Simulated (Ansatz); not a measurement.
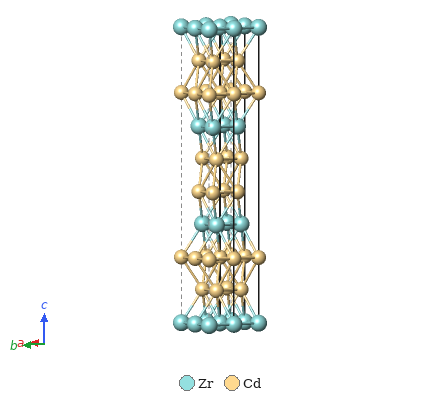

The structure; the drawing may span several cells.

Structure (in its standard cell), the end point of a relaxation with Ansatz, DFT PBE, scalar-relativistic, plane waves, PAW; the starting structure was generated, so it need not be a known form of this composition:

```
CELL_PARAMETERS angstrom
3.11535 0.00000 0.00000
-1.55768 2.69798 0.00000
0.00000 0.00000 23.60220
ATOMIC_POSITIONS crystal
Zr 0.00000 0.00000 0.00000
Cd 0.00000 0.00000 0.77831
Cd 0.33333 0.66667 0.88836
Zr 0.66667 0.33333 0.33333
Cd 0.66667 0.33333 0.11164
Cd 0.00000 0.00000 0.22169
Zr 0.33333 0.66667 0.66667
Cd 0.33333 0.66667 0.44497
Cd 0.66667 0.33333 0.55503
```

### What does the kinematic electron diffraction pattern along [100] look like at 300 kV (B = 0.5 Å²)?

The spots form an oblique net whose two shortest vectors correspond to d = 7.87 Å and 2.68 Å, 83.5° apart. They are 0 0 3 (weak) and 0 -1 1. The pattern has symmetry 2. The lattice centring (R) removes all reflections that break −h + k + l = 3n; reflections such as 0 0 15, 0 0 21 are allowed but too weak to see at this display level.

Strongest reflections with d > 1.01 Å, one of each family (|F|² from tabulated Gaussian fits of the electron scattering factors, times a small damping for the curvature of the Ewald sphere):

| hkl | d (Å) | I (strongest = 100) |
| --- | --- | --- |
| 0 0 9 | 2.622 | 100 |
| 0 1 -4 | 2.454 | 63 |
| 0 1 5 | 2.342 | 60 |
| 0 0 18 | 1.311 | 25 |
| 0 1 -13 | 1.506 | 23 |
| 0 1 14 | 1.430 | 23 |

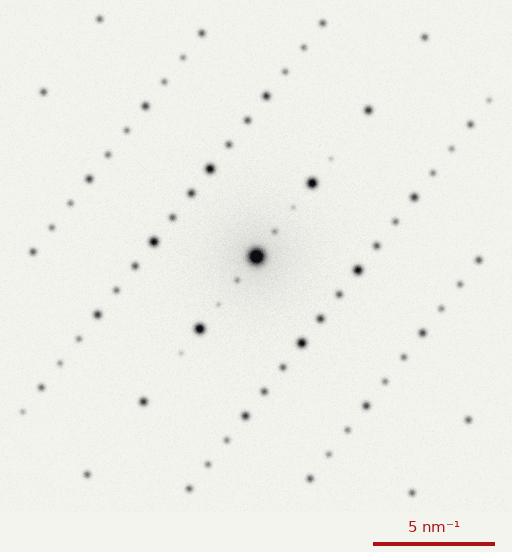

Calculated pattern, seen from the source side with [100] pointing towards the source.
